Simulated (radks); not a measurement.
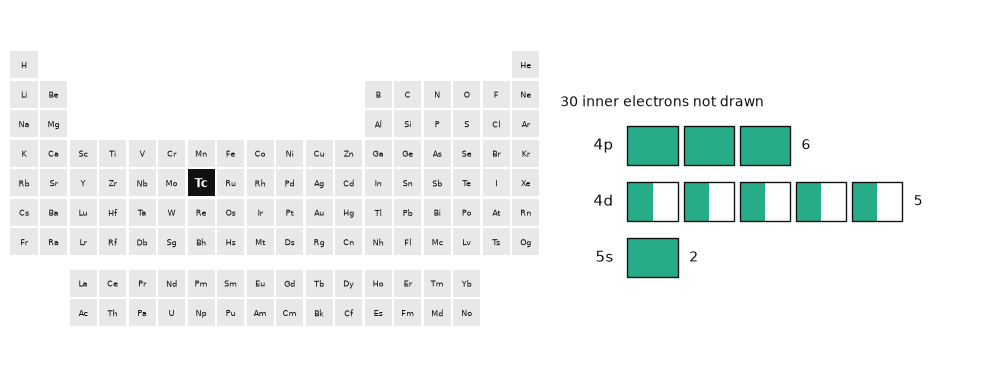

Fig. 1: Left, the place of technetium in the periodic table; right, the outer shells as the input fills them: a box for each of the 2l + 1 orbitals, shaded by the share of the shell that is filled, with the electron count at the right.

# Tc: atomic calculation

- system: a free Tc atom in the configuration [Kr] 4d5 5s2 (high spin).
- method: non-relativistic Kohn-Sham, r2SCAN, spin-polarised, spherical densities, point nucleus (the in-house radial solver radks)

Log:
```
1s      1   1.0000        -748.27916305
2s      1   1.0000        -105.34992144
2p      1   3.0000         -97.15980913
3s      1   1.0000         -18.47250560
3p      1   3.0000         -15.27157984
3d      1   5.0000          -9.42881439
4s      1   1.0000          -2.68637817
4p      1   3.0000          -1.75234702
4d      1   5.0000          -0.33083399
5s      1   1.0000          -0.20136086
1s      2   1.0000        -748.28007423
2s      2   1.0000        -105.31421513
2p      2   3.0000         -97.13476070
3s      2   1.0000         -18.46368804
3p      2   3.0000         -15.25819614
3d      2   5.0000          -9.40140508
4s      2   1.0000          -2.52978693
4p      2   3.0000          -1.58413142
4d      2   0.0000          -0.16013821
5s      2   1.0000          -0.15393936
Etot -4206.872455679623
Ekin 4204.96334495113
Encl -10011.347315147625
Eh 1725.9485694566513
Exc -126.43705493977996
err 3.38689297803023e-06
it 16
```

Orbitals:

| orbital | occupation | energy (eV) | ⟨r⟩ (bohr) | outer maximum (bohr) |
| --- | --- | --- | --- | --- |
| 1s down | 1 | −20361.7 | 0.03545 | 0.0235 |
| 1s up | 1 | −20361.7 | 0.03545 | 0.0235 |
| 2s up | 1 | −2866.7 | 0.1546 | 0.131 |
| 2s down | 1 | −2865.7 | 0.1546 | 0.131 |
| 2p up | 3 | −2643.9 | 0.1325 | 0.103 |
| 2p down | 3 | −2643.2 | 0.1325 | 0.103 |
| 3s up | 1 | −502.662 | 0.4262 | 0.383 |
| 3s down | 1 | −502.423 | 0.4263 | 0.383 |
| 3p up | 3 | −415.561 | 0.4209 | 0.370 |
| 3p down | 3 | −415.197 | 0.4209 | 0.370 |
| 3d up | 5 | −256.571 | 0.3984 | 0.312 |
| 3d down | 5 | −255.825 | 0.3984 | 0.313 |
| 4s up | 1 | −73.100 | 1.094 | 0.979 |
| 4s down | 1 | −68.839 | 1.084 | 0.971 |
| 4p up | 3 | −47.684 | 1.191 | 1.04 |
| 4p down | 3 | −43.106 | 1.180 | 1.03 |
| 4d up | 5 | −9.002 | 1.656 | 1.26 |
| 5s up | 1 | −5.479 | 3.237 | 2.74 |
| 4d down | 0 | −4.358 | 1.825 | 1.25 |
| 5s down | 1 | −4.189 | 3.766 | 3.10 |

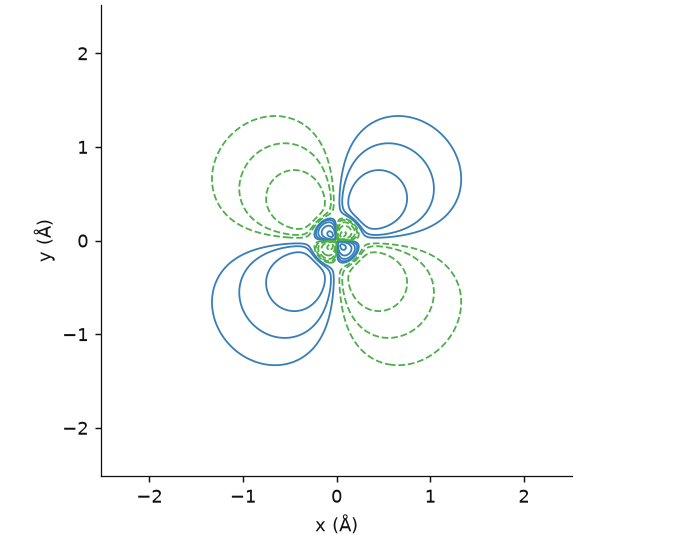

Fig. 2: One occupied orbital of up spin is shown. In the xy plane through the nucleus, contours of ψ are drawn, solid for positive and dashed for negative values, each about twice the one before. (1 bohr = 0.529 Å.) The radial function comes from the spherical calculation and is multiplied by a real spherical harmonic; the overall sign is chosen so that the largest lobe of P(r) is positive. It is 4d(xy) of up spin. It has the nodal planes xz and yz and 1 radial node, at r = 0.504 bohr. The outermost maximum of P² lies at 1.26 bohr, ⟨r⟩ = 1.66 bohr, 90 % of the charge lies within 2.65 bohr, and the eigenvalue is −9.00 eV, with 5 electrons in the shell for this spin.

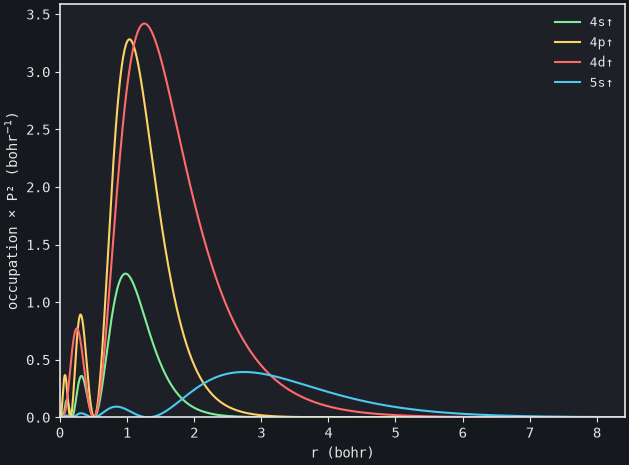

Fig. 3: The radial probability densities P² of 4p up, 4s up, 5s up and 4d up, each times its occupation. 4s up: outer maximum at 0.979 bohr, ⟨r⟩ = 1.09 bohr, 3 nodes, eigenvalue −73.1 eV; 4p up: outer maximum at 1.04 bohr, ⟨r⟩ = 1.19 bohr, 2 nodes, eigenvalue −47.7 eV; 4d up: outer maximum at 1.26 bohr, ⟨r⟩ = 1.66 bohr, 1 node, eigenvalue −9.00 eV; 5s up: outer maximum at 2.74 bohr, ⟨r⟩ = 3.24 bohr, 4 nodes, eigenvalue −5.48 eV. The innermost lobes are too small to be seen at this scale.

Input file:
```
Z 43
configuration [Kr] 4d5 5s2
relativity non-relativistic
functional r2scan,r2scan
spin polarised
nucleus point
```

Energies in input and log are in hartree, lengths in bohr.

Summary:

```tsv
quantity	value
outcome	converged
total energy	−4206.8725 hartree
kinetic energy	4204.9633 hartree
electron–nucleus energy	−10011.3473 hartree
Hartree energy	1725.9486 hartree
exchange–correlation energy	−126.437055 hartree
radius at density 0.001 e/bohr³	4.83 bohr
SCF iterations	16
hardware	1 CPU thread, shared host
```

Notes:

Relativity is left out, which matters for an atom this heavy.
